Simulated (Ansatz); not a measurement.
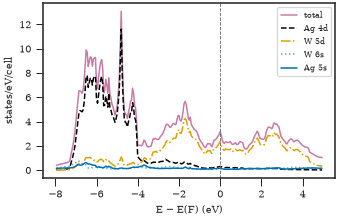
Total and projected density of states of AgW in space group Pmma (No. 51; W on 2e, Ag on 2f), the program Ansatz at the r²SCAN level (PAW)

Problem. Which orbitals carry the states next to the Fermi level?

Solution. Within 0.5 eV of the Fermi level: W 5d 73 %, Ag 4d 9 %, outside the projected shells 9 %. Projections are on Löwdin-orthogonalised atomic valence shells; empty p or d shells of many metals are not among them.

Problem. Where is the tallest occupied peak in this window, and what makes it?

Solution. Near -4.8 eV, about 13 states/eV per cell; the largest projected share is Ag 4d.

The start of the workflow was typed in or built on a structure type; neither database checked (COD, Materials Project) lists it. Whether it is the stable phase at ambient conditions was not checked. The r²SCAN relaxation kept the symmetry of its start; its stability against distortions is not shown here. No spin polarisation was allowed. Its formation energy is positive at this level, so the cell may be metastable or incomplete. Spin–orbit coupling is left out wherever it is not named.

Potentials: the earlier of the program's two PAW sets.
